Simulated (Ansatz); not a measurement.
# Si (diamond): frozen-phonon scan

Relaxed Si (diamond):

```
Si
1.0
    0.00000     5.44406     5.44406
    2.72203     2.72203     5.44406
    2.72203     2.72203     0.00000
Si
4
Cartesian
  2.72203   2.72203   2.72203
  2.72203   5.44406   5.44406
  4.08304   9.52710   9.52710
  4.08304   6.80507   6.80507
```

The atoms are displaced by Q × the pattern below (from a DFPT mode at X = (0.5, 0.5, 0.0), largest move 1; Q in Å), at fixed cell. It is one choice among 2 degenerate patterns. (q is in reciprocal vectors of the primitive cell; the cell shown is doubled to hold the pattern.)

| atom | x | y | z |
|---|---|---|---|
| Si1 | 0.000 | -1.000 | 0.000 |
| Si2 | 0.000 | 1.000 | 0.000 |
| Si3 | 1.000 | 0.000 | 0.000 |
| Si4 | -1.000 | 0.000 | 0.000 |

Computed with r2SCAN (plane waves to 500 eV, PAW, scalar-relativistic; Ansatz, an electronic-structure program). k mesh 10×10×10 (Γ-centred), Fermi-Dirac smearing 0.05 eV. Energies are smeared free energies. Compression counts positive. Si was relaxed with its symmetry unable to fall. The PAW data are Ansatz's earlier set. The zero of ΔE is the undisplaced structure.

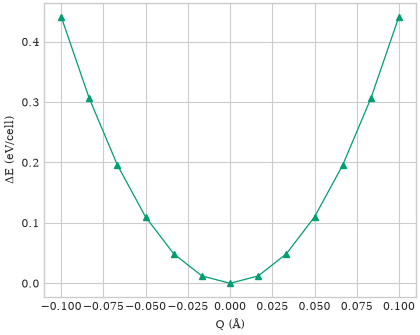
Fig. 1. ΔE (eV/cell) against Q (Å); markers are the computed points, lines only join them.

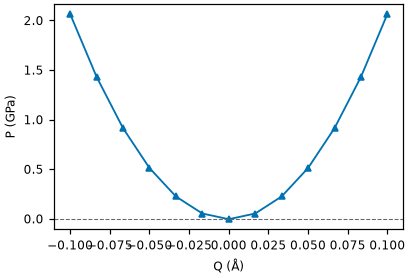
P (GPa) against Q (Å); markers are the computed points, lines only join them.

The energy at Q = 0.100 Å is 441 meV/cell. Space group of the distorted cell: P4_122 (No. 91), lowered from Fd-3m. Shape of the curve: a single well with its minimum at or next to zero displacement. Wavenumber by perturbation theory (DFPT, on another k mesh): 461 cm⁻¹. Symmetry of the curve: even: the same for both signs.

(A displaced cell: forces are minus the slopes of the energy, force constants its curvatures, and phonons follow from these.)
